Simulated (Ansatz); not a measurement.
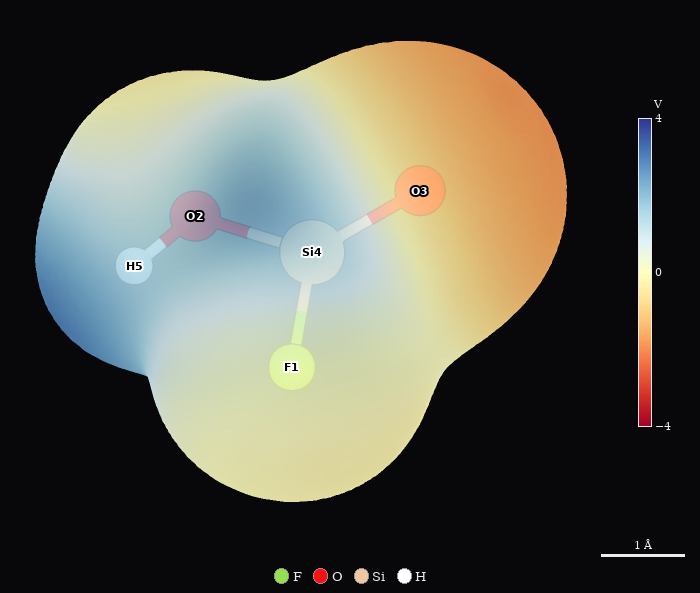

FHO$_{2}$Si (SMILES O=[Si](O)F). The molecular electrostatic potential painted on the density surface at 0.001 e/bohr³, seen at a tilt; red is negative and blue positive.

Geometry: B3LYP/6-31G*.

All numbers below come from isolated molecule in a Gaussian basis; Kohn-Sham density functional theory, functional PBE0 in Ansatz 0.2.0.

| atom | x (Å) | y (Å) | z (Å) |
| --- | --- | --- | --- |
| F | 1.7939 | 0.0756 | -0.4306 |
| O | -0.6506 | -0.7423 | -0.6248 |
| O | -0.0130 | 1.1258 | 1.3931 |
| Si | 0.3435 | 0.2334 | 0.2187 |
| H | -0.2507 | -1.2457 | -1.3506 |

### Where is the surface potential most negative and most positive?

The most negative region (about −1.8 V) lies over O3, the most positive (about +3.0 V) over H5. O3 is the likeliest acceptor of a hydrogen bond.
